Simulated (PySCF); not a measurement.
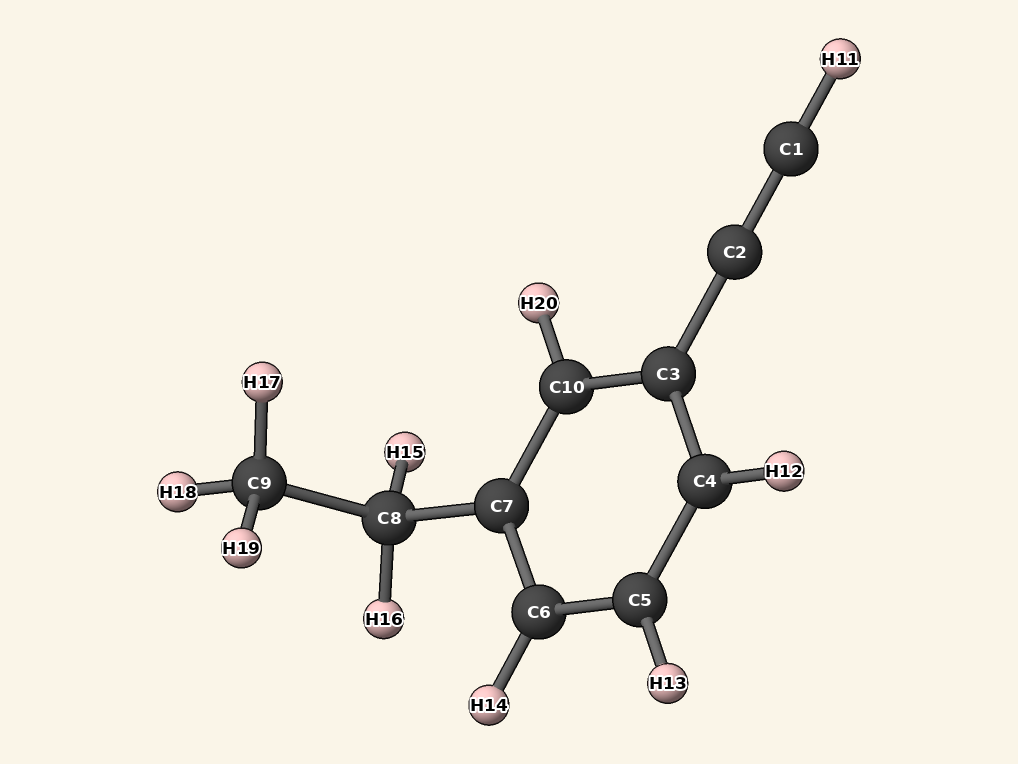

The questions are on isotropic NMR shieldings of the C atoms. The computed structure is the end point of a GFN2-xTB optimisation. No frequency run is at hand to confirm it as a minimum. Method: GIAO PBE0/pcSseg-1 NMR shielding, non-relativistic, gas phase (PySCF 2.14.0).

List the isotropic NMR shieldings of the C atoms.

```
atom  σ (ppm)
  C1    100.2
  C2     97.4
  C3     59.8
  C4     50.1
  C5     52.8
  C6     53.1
  C7     35.4
  C8    151.9
  C9    164.5
 C10     48.0
```
